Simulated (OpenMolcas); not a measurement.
**Relativistic diatomic calculation: CLi⁻ (part 2 of 2)**

The same run, continued: CLi⁻. Method: SA-CASSCF(6,8)/XMS-CASPT2 + RASSI spin-orbit (X2C scalar, AMFI), ANO-RCC-VTZP (OpenMolcas).

The program's output (extracts), continued:
```
++ Dipole transition strengths (spin-free states):
     for osc. strength at least  1.00000000E-05
      From   To        Osc. strength     Einstein coefficients Ax, Ay, Az (sec-1)    Total A (sec-1)
         1    8       2.02946787E-01  2.01191462E+07  2.00175637E+06  0.00000000E+00  2.21209026E+07
         1    9       2.02946766E-01  2.00175666E+06  2.01191443E+07  0.00000000E+00  2.21209009E+07
         1    2       1.12597923E-01  0.00000000E+00  0.00000000E+00  2.98118378E+07  2.98118378E+07
         1   10       6.20434026E-02  7.50678088E+05  4.93506969E+07  0.00000000E+00  5.01013750E+07
         1   11       6.20432796E-02  4.93505971E+07  7.50679107E+05  0.00000000E+00  5.01012762E+07
         1    6       1.19074955E-01  0.00000000E+00  0.00000000E+00  1.06758713E+08  1.06758713E+08
         1   12       2.30978685E-02  2.10762539E+07  3.69803616E+05  0.00000000E+00  2.14460576E+07
         1   13       2.30978622E-02  3.69804004E+05  2.10762478E+07  0.00000000E+00  2.14460518E+07
         1    7       1.16820720E-03  0.00000000E+00  0.00000000E+00  1.28189639E+06  1.28189639E+06
         1   14       3.54648319E-03  1.68066963E+06  3.59790112E+06  0.00000000E+00  5.27857075E+06
         1   15       3.54649367E-03  3.59793268E+06  1.68065370E+06  0.00000000E+00  5.27858637E+06
         8    2       2.66714047E-02  8.25130744E+05  8.18125637E+04  0.00000000E+00  9.06943308E+05
         8    3       1.84672625E-02  3.83453265E+05  4.51999283E+06  0.00000000E+00  4.90344609E+06
         8    4       1.85186338E-02  4.55781477E+06  3.86661470E+05  0.00000000E+00  4.94447624E+06
         8    5       1.78677868E-02  4.55751100E+05  4.58679516E+06  0.00000000E+00  5.04254626E+06
         8   11       2.65196665E-05  0.00000000E+00  0.00000000E+00  8.57012701E+03  8.57012701E+03
         8    6       2.24316261E-02  7.76026762E+06  7.71543313E+05  0.00000000E+00  8.53181093E+06
         8   12       4.62950037E-02  0.00000000E+00  0.00000000E+00  1.85751531E+07  1.85751531E+07
         8   13       1.02494939E-02  0.00000000E+00  0.00000000E+00  4.11245069E+06  4.11245069E+06
         8    7       2.79729058E-05  1.29737283E+04  1.42211654E+03  0.00000000E+00  1.43958449E+04
         8   14       4.15787266E-02  0.00000000E+00  0.00000000E+00  3.29233365E+07  3.29233365E+07
         8   15       2.60031380E-02  0.00000000E+00  0.00000000E+00  2.05900983E+07  2.05900983E+07
         9    2       2.66713735E-02  8.18126820E+04  8.25129520E+05  0.00000000E+00  9.06942202E+05
         9    3       1.84673166E-02  4.52000854E+06  3.83451847E+05  0.00000000E+00  4.90346038E+06
         9    4       1.85186718E-02  3.86660469E+05  4.55782584E+06  0.00000000E+00  4.94448631E+06
         9    5       1.78677162E-02  4.58677307E+06  4.55753154E+05  0.00000000E+00  5.04252622E+06
         9   10       2.65196269E-05  0.00000000E+00  0.00000000E+00  8.57011398E+03  8.57011398E+03
         9    6       2.24316256E-02  7.71543302E+05  7.76026732E+06  0.00000000E+00  8.53181062E+06
         9   12       1.02494937E-02  0.00000000E+00  0.00000000E+00  4.11245053E+06  4.11245053E+06
         9   13       4.62950009E-02  0.00000000E+00  0.00000000E+00  1.85751519E+07  1.85751519E+07
         9    7       2.79734858E-05  1.42208332E+03  1.29740598E+04  0.00000000E+00  1.43961432E+04
         9   14       2.60031299E-02  0.00000000E+00  0.00000000E+00  2.05900915E+07  2.05900915E+07
         9   15       4.15787271E-02  0.00000000E+00  0.00000000E+00  3.29233367E+07  3.29233367E+07
         2   10       3.34899886E-02  6.93152388E+04  4.87078622E+06  0.00000000E+00  4.94010146E+06
         2   11       3.34899008E-02  4.87077319E+06  6.93154068E+04  0.00000000E+00  4.94008860E+06
         2    6       5.92456027E-04  0.00000000E+00  0.00000000E+00  1.10730626E+05  1.10730626E+05
         2    7       4.10734592E-02  0.00000000E+00  0.00000000E+00  1.16675646E+07  1.16675646E+07
         2   14       2.10683433E-02  3.34848473E+06  7.13627332E+06  0.00000000E+00  1.04847581E+07
         2   15       2.10683783E-02  7.13630698E+06  3.34846859E+06  0.00000000E+00  1.04847756E+07
         3   10       2.71014851E-03  7.59727313E+03  6.88811102E+01  0.00000000E+00  7.66615424E+03
         3   11       2.71017345E-03  6.88803240E+01  7.59734565E+03  0.00000000E+00  7.66622598E+03
         3   12       2.99937983E-04  1.41203577E+02  4.04529265E+03  0.00000000E+00  4.18649623E+03
         3   13       2.99939789E-04  4.04531893E+03  1.41202742E+02  0.00000000E+00  4.18652167E+03
         3   14       1.62258157E-01  1.50812463E+07  7.68300221E+06  0.00000000E+00  2.27642485E+07
         3   15       1.62257934E-01  7.68303205E+06  1.50811857E+07  0.00000000E+00  2.27642178E+07
         4   10       2.63713572E-03  6.34609014E+01  6.99955338E+03  0.00000000E+00  7.06301428E+03
         4   11       2.63712592E-03  6.99952791E+03  6.34612377E+01  0.00000000E+00  7.06298915E+03
         4   12       2.96300104E-04  3.89986168E+03  1.36126725E+02  0.00000000E+00  4.03598840E+03
         4   13       2.96300624E-04  1.36126287E+02  3.89986943E+03  0.00000000E+00  4.03599571E+03
         4   14       1.61637250E-01  7.59515532E+06  1.49087761E+07  0.00000000E+00  2.25039314E+07
         4   15       1.61637151E-01  1.49087493E+07  7.59516873E+06  0.00000000E+00  2.25039180E+07
         5   10       2.16817060E-03  2.96023003E+03  4.56828182E+01  0.00000000E+00  3.00591285E+03
         5   11       2.16817193E-03  4.56827987E+01  2.96023255E+03  0.00000000E+00  3.00591535E+03
         5   12       3.33055814E-04  6.78670326E+01  3.41031791E+03  0.00000000E+00  3.47818494E+03
         5   13       3.33053781E-04  3.41029636E+03  6.78675818E+01  0.00000000E+00  3.47816394E+03
         5   14       1.53710934E-01  1.34979243E+07  6.26953054E+06  0.00000000E+00  1.97674548E+07
         5   15       1.53711180E-01  6.26950104E+06  1.34979858E+07  0.00000000E+00  1.97674869E+07
        10    6       3.63275937E-03  1.26873764E+02  8.33057294E+03  0.00000000E+00  8.45744670E+03
        10   13       1.93872006E-04  0.00000000E+00  0.00000000E+00  8.18052775E+02  8.18052775E+02
        10    7       4.91007372E-03  1.47748335E+03  1.07396760E+05  0.00000000E+00  1.08874243E+05
        11    6       3.63274024E-03  8.33052648E+03  1.26874252E+02  0.00000000E+00  8.45740073E+03
        11   12       1.93872146E-04  0.00000000E+00  0.00000000E+00  8.18053176E+02  8.18053176E+02
        11    7       4.91005530E-03  1.07396340E+05  1.47748852E+03  0.00000000E+00  1.08873829E+05
         6   12       1.41532113E-04  3.87760311E+01  7.31896324E-01  0.00000000E+00  3.95079274E+01
         6   13       1.41532204E-04  7.31896583E-01  3.87760725E+01  0.00000000E+00  3.95079691E+01
         6    7       2.81403105E-03  0.00000000E+00  0.00000000E+00  2.85117079E+04  2.85117079E+04
         6   14       1.06771196E-01  2.52549656E+06  5.43939516E+06  0.00000000E+00  7.96489171E+06
         6   15       1.06771216E-01  5.43939821E+06  2.52549524E+06  0.00000000E+00  7.96489345E+06
        12    7       4.82895304E-03  3.34006697E+04  6.31967618E+02  0.00000000E+00  3.40326373E+04
        12   14       4.05979716E-04  0.00000000E+00  0.00000000E+00  2.66933016E+04  2.66933016E+04
        12   15       1.59203889E-03  0.00000000E+00  0.00000000E+00  1.04677090E+05  1.04677090E+05
        13    7       4.82894789E-03  6.31967679E+02  3.34006305E+04  0.00000000E+00  3.40325982E+04
        13   14       1.59203849E-03  0.00000000E+00  0.00000000E+00  1.04677058E+05  1.04677058E+05
        13   15       4.05979563E-04  0.00000000E+00  0.00000000E+00  2.66932916E+04  2.66932916E+04
         7   14       1.27701757E-04  1.13966755E+03  2.65885521E+03  0.00000000E+00  3.79852275E+03
         7   15       1.27701309E-04  2.65883006E+03  1.13967952E+03  0.00000000E+00  3.79850957E+03
        16   20       8.24898735E-03  7.87521922E-01  6.07344531E+04  0.00000000E+00  6.07352406E+04
        16   21       3.62015464E-01  4.48618957E+07  5.80039120E+02  0.00000000E+00  4.48624757E+07
        16   19       2.86012435E-01  0.00000000E+00  0.00000000E+00  5.33529128E+07  5.33529128E+07
        17   20       8.24888701E-03  6.07327623E+04  7.87504428E-01  0.00000000E+00  6.07335498E+04
        17   21       3.62014930E-01  5.80034614E+02  4.48616582E+07  0.00000000E+00  4.48622382E+07
        17   18       2.86011588E-01  0.00000000E+00  0.00000000E+00  5.33522797E+07  5.33522797E+07
        20   18       2.95388577E-01  3.53822107E+07  8.50759906E+01  0.00000000E+00  3.53822957E+07
        20   19       2.95389500E-01  8.50768977E+01  3.53825769E+07  0.00000000E+00  3.53826620E+07
        21   18       7.50170027E-03  1.14373174E-01  4.78589910E+04  0.00000000E+00  4.78591054E+04
        21   19       7.50184888E-03  4.78614377E+04  1.14408461E-01  0.00000000E+00  4.78615521E+04
 Electric-quadrupole - electric-quadrupole not included
 Electric-dipole - electric-octupole not included
 Electric-dipole - magnetic-quadrupole not included
   Eigenvalues of complex Hamiltonian:
  (Shifted by EMIN (a.u.) =        -45.3284518819)
 SO State       Relative EMIN(au)   Rel lowest level(eV)    D:o, cm**(-1)      Omega
     1            -0.0000000103        0.0000000000              0.0000         2.0
     2            -0.0000000103        0.0000000000              0.0000         2.0
     3            -0.0000000062        0.0000001107              0.0009         1.0
     4            -0.0000000062        0.0000001107              0.0009         1.0
     5            -0.0000000048        0.0000001475              0.0012         0.0
     6             0.0582361916        1.5846877811          12781.3689         1.0
     7             0.0582361916        1.5846877811          12781.3689         1.0
     8             0.0582403426        1.5848007363          12782.2800         0.0
     9             0.0582403435        1.5848007604          12782.2802         0.0
    10             0.0582444934        1.5849136846          12783.1910         1.0
    11             0.0582444942        1.5849137068          12783.1911         1.0
    12             0.0582486438        1.5850266233          12784.1019         2.0
    13             0.0582486438        1.5850266232          12784.1019         2.0
    14             0.0582527931        1.5851395310          12785.0125         3.0
    15             0.0582527931        1.5851395310          12785.0125         3.0
    16             0.0907765569        2.4701562322          19923.1536         2.0
    17             0.0907765569        2.4701562322          19923.1536         2.0
    18             0.0907765571        2.4701562362          19923.1537         1.0
    19             0.0907765571        2.4701562375          19923.1537         0.0
    20             0.0907765571        2.4701562362          19923.1537         1.0
    21             0.1491334415        4.0581279583          32731.0094         2.0
    22             0.1491334415        4.0581279584          32731.0094         2.0
    23             0.1491461460        4.0584736654          32733.7977         2.0
    24             0.1491461460        4.0584736654          32733.7977         2.0
    25             0.1491506672        4.0585966930          32734.7900         2.0
    26             0.1494035048        4.0654767540          32790.2814         2.0
    27             0.1494080705        4.0656009923          32791.2834         2.5
    28             0.1494080705        4.0656009923          32791.2834         2.5
    29             0.1494209084        4.0659503315          32794.1010         3.4
    30             0.1494209084        4.0659503315          32794.1010         3.4
    31             0.1519646953        4.1351702974          33352.3977         2.0
    32             0.1519646953        4.1351702974          33352.3977         2.0
    33             0.1519647279        4.1351711844          33352.4049         1.0
    34             0.1519647279        4.1351711844          33352.4049         1.0
    3
```

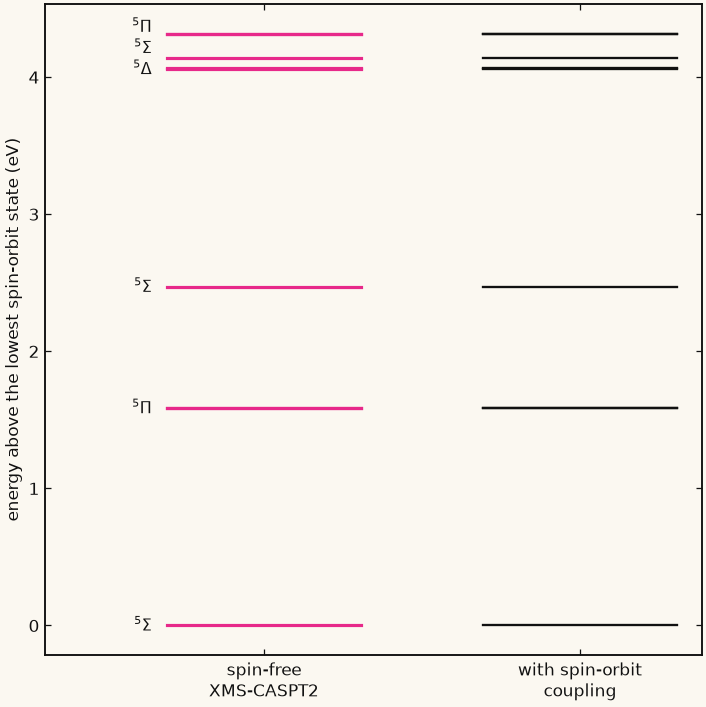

States up to 4.4 eV at 1.984 Å, without spin-orbit coupling (left, a colour for each spin multiplicity) and with it (right, where close levels merge). The spin-free states run ⁵Σ (0.00 eV), ⁵Π (1.58 eV), ⁵Σ (2.47 eV), ⁵Δ (4.06 eV), ⁵Σ (4.14 eV), ⁵Π (4.31 eV) from the lowest. The lowest spin-orbit levels have |Ω| = 2 (0 cm⁻¹), 1 (0 cm⁻¹), 0 (0 cm⁻¹), 1 (12,781 cm⁻¹), 0 (12,782 cm⁻¹).

Results in brief:

- outcome: converged; components of a degenerate state are split by 55 cm⁻¹; whether the anion is bound against detachment isn't tested
- lowest spin-free state: ⁵Σ
- lowest spin-orbit level: Ω = 2, −45.32845 hartree
- next level: Ω = 1, 0 cm⁻¹
- hardware: 1 thread of Arm Neoverse V2, 24 GiB of memory available, shared host
- wall time: 24 s

Remarks:

Limits: the two components of ⁵Δ at 4.07 eV, degenerate in CASSCF as they must be, are split by 55 cm⁻¹ in XMS-CASPT2, an artefact that passes into its spin-orbit levels; 10 of the 117 spin-orbit states have no clean Ω, so their splittings aren't to be trusted; the run doesn't test whether the anion keeps its extra electron; the basis has no added diffuse functions, and states above the detachment threshold, which may include the lowest, are held only by it.
